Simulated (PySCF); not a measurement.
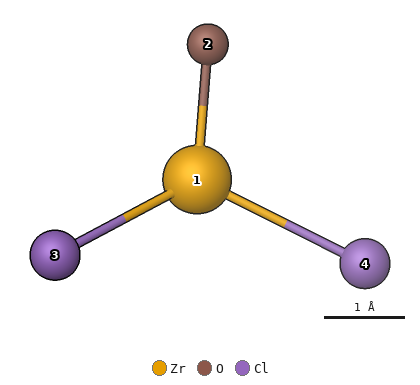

Figure 1. The input geometry (ball-and-stick view, seen at a tilt; atoms are numbered from 1 in the order of the input). Sticks mark near contacts.

**Run report: ZrOCl2, frequency calculation**

- system: ZrOCl2
- method: RKS-based PBE0, Zr def2-TZVP with ECP28, O def2-TZVP, Cl def2-TZVP; non-relativistic Hamiltonian with a scalar-relativistic core potential; density fitting (PySCF 2.14.0)

Log:
```
init E= -1042.54550104788
  HOMO = -0.332520817456468  LUMO = -0.127184691363299  gap/eV = 5.58748
cycle= 1 E= -1042.54550104788  delta_E= -6.82e-13  |g|= 2.44e-06  |ddm|= 2.11e-06
  HOMO = -0.332520646226691  LUMO = -0.127185187725107  gap/eV = 5.58746
Extra cycle  E= -1042.54550104787  delta_E= 1.57e-11  |g|= 7.1e-06  |ddm|= 4.81e-06
converged SCF energy = -1042.54550104787
```

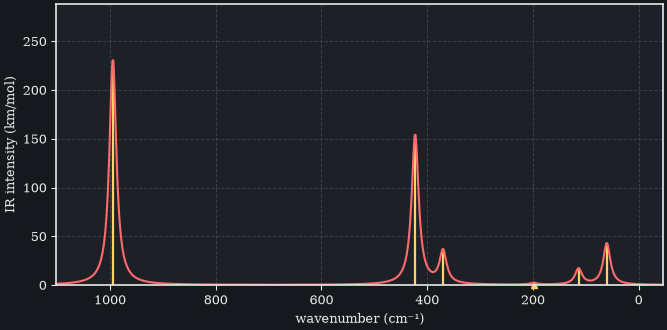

Figure 2. Harmonic infrared spectrum, unscaled: sticks (degenerate modes added up, dark ones marked on the axis) with a Lorentzian envelope of 16 cm⁻¹ full width, scaled to the tallest stick. 6 modes from 60 to 995 cm⁻¹, none imaginary. The strongest line is at 995 cm⁻¹ (231 km/mol). All modes, in cm⁻¹ (km/mol): 60 (43), 114 (16.3), 199 (1.9), 370 (33), 423 (153), 995 (231).

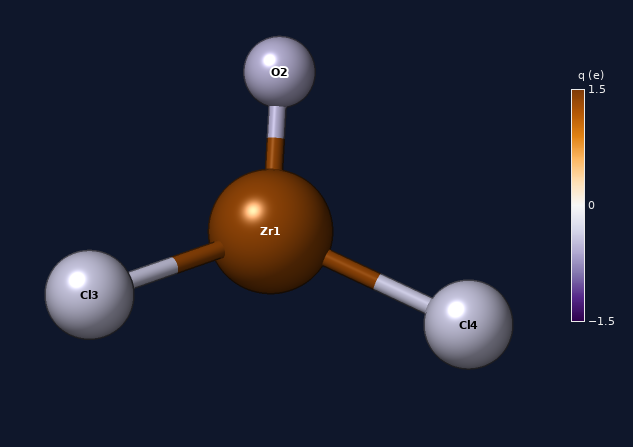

Figure 3. Mulliken charges, as the colour of each atom (ball-and-stick view, seen at a tilt; atoms are numbered from 1 in the order of the input). By element: Zr +1.38, O −0.55 and Cl −0.42 e.

This output came from the following input.

Input file:
```python
from pyscf import gto, scf, dft
mol = gto.M(atom='''
Zr     0.005721    -0.336806     0.000000
O     -1.349549    -1.401266     0.000000
Cl     0.300782     0.762051     2.082911
Cl     0.300782     0.762051    -2.082911''',
    basis={'Zr': 'def2-TZVP', 'O': 'def2-TZVP', 'Cl': 'def2-TZVP'},
    ecp={'Zr': 'def2-TZVP'},
    charge=0, spin=0)
mf = dft.RKS(mol, xc='PBE0')
mf.grids.atom_grid = (75, 302)
aux = {'Zr': 'def2-universal-JKFIT', 'O': 'def2-universal-JKFIT', 'Cl': 'def2-universal-JKFIT'}
mf = mf.density_fit(auxbasis=aux)
mf.conv_tol = 1e-09
mf.diis_space = 10
mf.max_cycle = 60
mf.verbose = 4
mf.kernel()
```

The script is an equivalent of the set-up of the self-consistent field. The run itself was carried out by a driver, which started from the orbitals of the step before it where there was one and computed the further properties.

Run as:
```bash
OMP_NUM_THREADS=4 python axn.py task.json out
```

Results in brief:

- outcome: converged
- total energy: −1042.545501 hartree
- HOMO: −9.05 eV
- LUMO: −3.46 eV
- zero-point energy: 0.004919 hartree
- dipole moment: 3.45 D
- wavenumbers, lowest and highest: 60 and 995 cm⁻¹
- hardware: 4 threads of Arm Neoverse N1, 54 GiB of memory available, shared host
- wall time: 1.8 min (CPU time 5.4 min)
- peak memory: 1.5 GiB
